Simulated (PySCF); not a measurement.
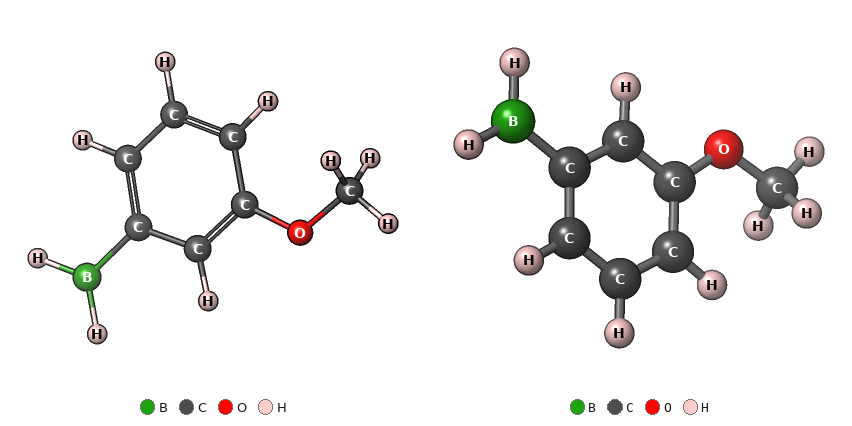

Both panels show the same species.

Computed geometry: GFN2-xTB optimisation. No frequency run is at hand to confirm it as a minimum.

Identify the structure.

Formula C7H9BO. Its SMILES string is `Bc1cccc(OC)c1`. Independent rings (smallest set): 1 of 6 members, 1 of them aromatic. Among its groups: ether, B–H bond. This geometry has Cs symmetry. Coordination: 1 B trigonal planar; 6 C trigonal planar; 1 O bent; 1 C tetrahedral.

The parts below concern this one geometry. Atoms keep their numbers from picture to picture.

**Ring current**

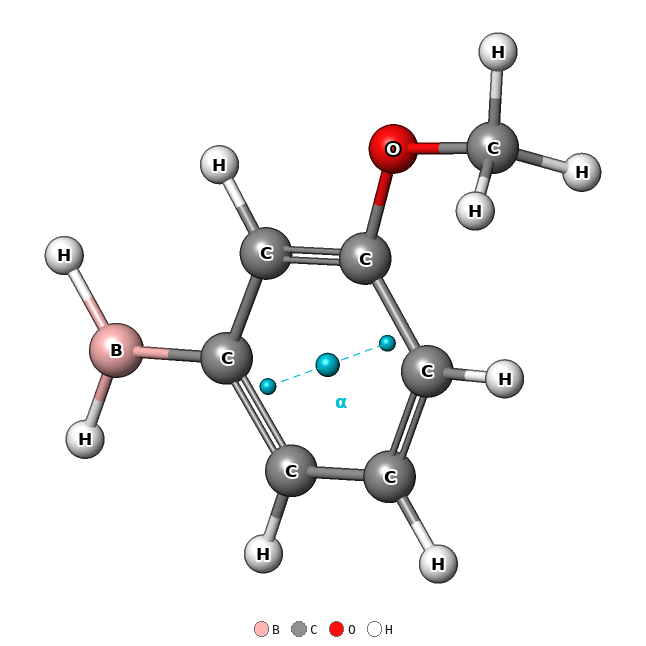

The small points mark where nucleus-independent chemical shifts (NICS) were computed: at the centre of each lettered ring and 1 Å above and below it. No frequency run is at hand to confirm it as a minimum. Level of theory: GIAO PBE0/pcSseg-1 NMR shielding, non-relativistic, gas phase (PySCF 2.14.0).

Give NICS(0), NICS(1) and the out-of-plane component NICS(1)zz for each ring (means of the two sides).

```json
{"ring": "α", "members": "C6", "NICS(0)": "−8.5", "NICS(1)": "−11.0", "NICS(1)zz": "−27.0"}
```

Values in ppm.

**What do the values say about the ring currents?**

Ring α: diatropic, as in an aromatic ring. NICS is one index among several.

**NMR shielding**

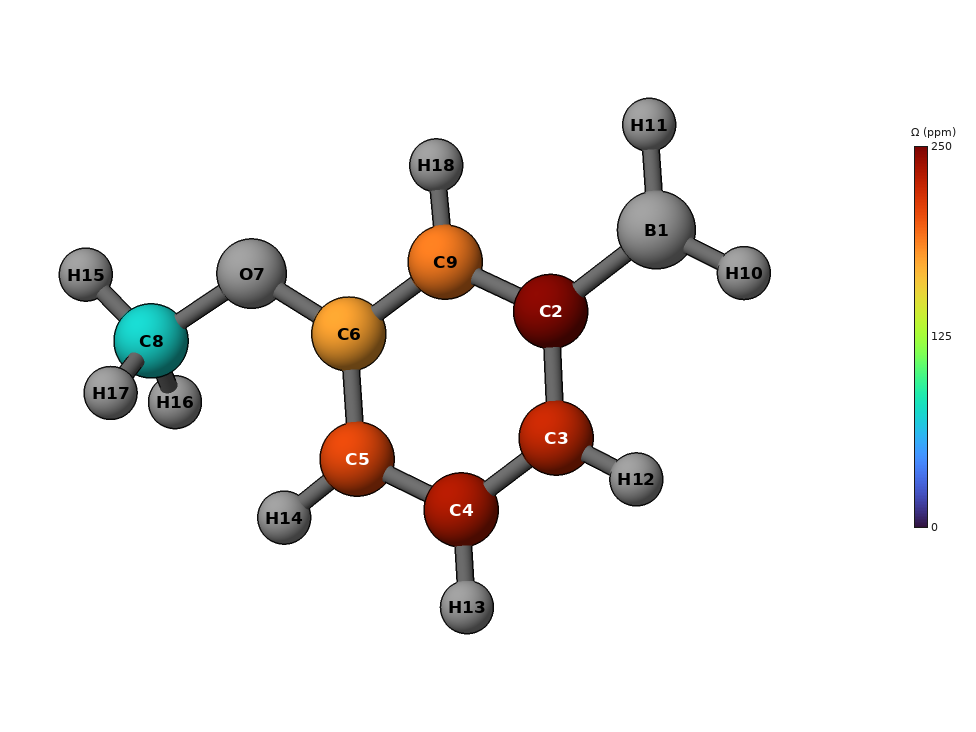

The C atoms are coloured by the span of their shielding tensor. No frequency run is at hand to confirm it as a minimum. Level of theory: GIAO PBE0/pcSseg-1 NMR shielding, non-relativistic, gas phase (PySCF 2.14.0). Principal shieldings σ11 ≤ σ22 ≤ σ33, span Ω = σ33 − σ11, skew κ = 3(σiso − σ22)/Ω.

Give the shielding tensors of the C atoms.

| atom | σ11 | σ22 | σ33 | σiso | Ω | κ |
| --- | --- | --- | --- | --- | --- | --- |
| C2 | −47.1 | −38.2 | 197.6 | 37.4 | 244.7 | 0.93 |
| C3 | −55.8 | 28.8 | 165.9 | 46.3 | 221.8 | 0.24 |
| C4 | −57.1 | 42.4 | 174.0 | 53.1 | 231.1 | 0.14 |
| C5 | −24.2 | 45.1 | 182.3 | 67.7 | 206.5 | 0.33 |
| C6 | −61.5 | 10.6 | 114.0 | 21.0 | 175.5 | 0.18 |
| C8 | 103.2 | 112.2 | 178.1 | 131.2 | 74.8 | 0.76 |
| C9 | −36.6 | 26.4 | 151.7 | 47.2 | 188.4 | 0.33 |

Shieldings and span in ppm.

**Electronic properties**

No frequency run is at hand to confirm it as a minimum. Properties computed with PBE0/def2-SVPD, gas phase (PySCF 2.14.0). Excitations: vertical, linear response.

**Estimate the brightest of the 6 lowest singlets.**

5.88 eV.

**Give the lowest vertical singlet excitation at this level.**

3.90 eV.

**What is the dipole moment?**

2.88 D.

**Estimate the HOMO–LUMO gap.**

4.73 eV.

**Polarisability**

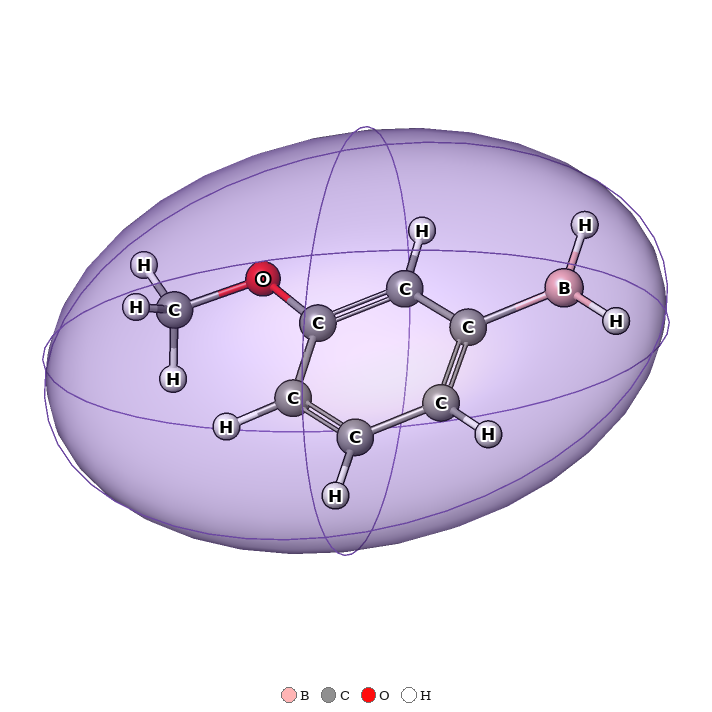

The ellipsoid shows the static dipole polarisability: its half-axes are proportional to the principal values. No frequency run is at hand to confirm it as a minimum. Level of theory: PBE0/def2-SVPD (PySCF 2.14.0).

**Give the principal values, the mean and the anisotropy.**

Principal values 61.6, 105.8, 141.1 bohr³; mean 102.8 bohr³ (15.24 Å³); anisotropy 69.1 bohr³, so the longest axis is 2.29 times the shortest.

The geometry is semi-empirical. Around B such bond lengths and angles can be off by a tenth of an ångström or more and by several degrees, and values that hang on the shape move with them.
